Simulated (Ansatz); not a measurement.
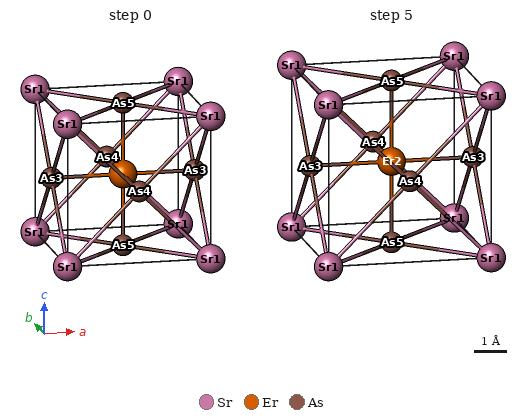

The structure of solid SrErAs3 (a generated structure, set up in Pm-3m) (coarse preliminary run) before (left) and after (right) a relaxation, at one scale.

Style: ball-and-stick. Shown: the cell of the calculation, slightly off an axis.

Theory: DFT PBE, scalar-relativistic, plane waves, PAW; 4f electrons in the core of a trivalent norm-conserving potential in Ansatz 0.2.0. Set-up: plane-wave cutoff 770 eV; k-point mesh 4 × 4 × 4; occupations gaussian; smearing width 0.1 eV; no spin polarisation; cell and atoms relaxed; force threshold 0.04 eV/Å; at most 70 steps.

> Describe what moved and what it gained.

After 4 accepted moves (5 points after the start) the energy has fallen by 777 meV per atom. All forces vanish by symmetry, so only the cell relaxes. Pressure: 33.67 GPa at the start and 0.18 GPa at the end. The SCF was repeated once at an unchanged geometry on a basis and grid sized afresh for the cell, which shifted the energy by 5.0 meV per atom at most. No atom moves by more than 0.005 Å relative to the cell. Cell: a = b = c 4.720 → 5.362 Å (+13.6 %). Volume +46.6 %. Near-neighbour distances that change, for instance: Sr1–As3 3.338 → 3.792 Å, Er2–As3 2.360 → 2.681 Å. The space group stays Pm-3m (No. 221).
